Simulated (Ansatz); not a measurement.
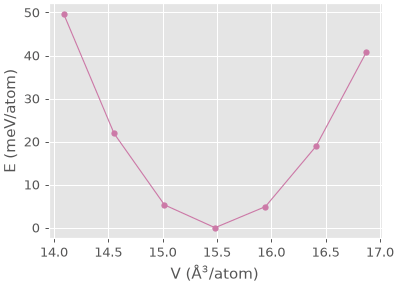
Figure: ScSnCN in space group P3m1 (No. 156; Sc on 1b, Sn on 1c, C on 1b, N on 1c) under volume change, plane-wave PAW PBE (Ansatz code), shape and atoms relaxed at each volume.

What does a third-order Birch–Murnaghan fit give for V₀, B₀ and B′?

V₀ = 15.50 Å³/atom, B₀ = 113 GPa, B′ = 1.6.

The start of the workflow was typed in or built on a structure type; neither database checked (COD, Materials Project) lists it. Its standing as an ambient phase is unchecked. The cell was relaxed with PBE under the symmetry of its start; whether a distortion lowers the energy is not shown. The run is not spin-polarised. Scalar-relativistic: spin–orbit coupling is off unless named, which matters more the heavier the elements.

Potentials: the earlier of the program's two PAW sets.
